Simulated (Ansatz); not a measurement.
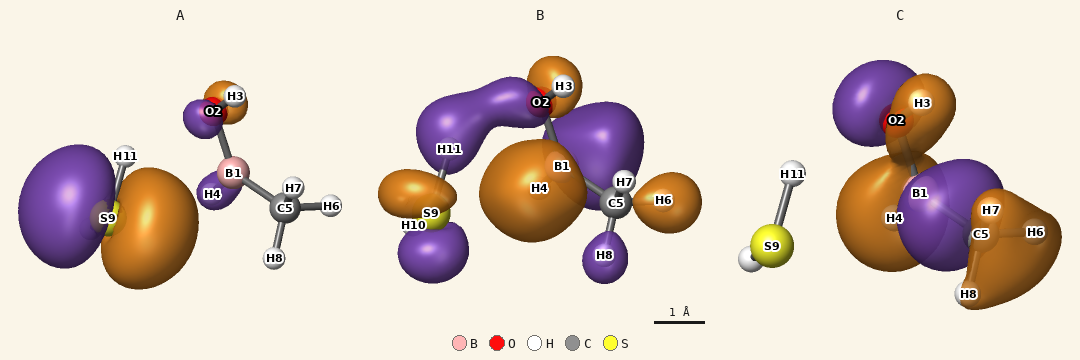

*CH₅BO···H₂S. Three frontier orbitals at ±0.1 Å⁻³ᐟ² (orange and purple are the two phases), in no order.*

Not at a stationary point (largest force 0.6 eV/Å).

The calculation used RKS PBE-D4/6-31G* (Ansatz 0.2.0).

```yaml
atoms:
  - { symbol: B, position_ang: [-0.1894, -0.1927, 0.2738] }
  - { symbol: O, position_ang: [-0.3827, -0.5115, 1.6180] }
  - { symbol: H, position_ang: [-1.3425, -0.6107, 1.7964] }
  - { symbol: H, position_ang: [0.9711, -0.1117, -0.0496] }
  - { symbol: C, position_ang: [-1.3738, -0.1067, -0.7616] }
  - { symbol: H, position_ang: [-1.3979, -1.0412, -1.3593] }
  - { symbol: H, position_ang: [-2.3747, 0.0154, -0.3035] }
  - { symbol: H, position_ang: [-1.2253, 0.7150, -1.4843] }
  - { symbol: S, position_ang: [0.1691, 2.7412, 1.1905] }
  - { symbol: H, position_ang: [1.4881, 2.5116, 0.9454] }
  - { symbol: H, position_ang: [0.0757, 1.6195, 1.9943] }
```

**Which picture is the HOMO−1, the HOMO and the LUMO?**

C is the HOMO−1 (−7.05 eV). By Hirshfeld shares it lies mainly on C5 (about 30 %), B1 (about 25 %), O2 (about 20 %) and H4 (about 15 %). A is the HOMO (−5.99 eV). Its weight (Hirshfeld) is mainly on S9 (about 85 %); largely a lone pair of S9. B is the LUMO (−0.52 eV). It lies mainly on B1 (about 45 %), S9 (about 15 %), O2 (about 10 %) and C5 (about 10 %).

**What is the HOMO–LUMO gap?**

5.47 eV between the orbital energies.
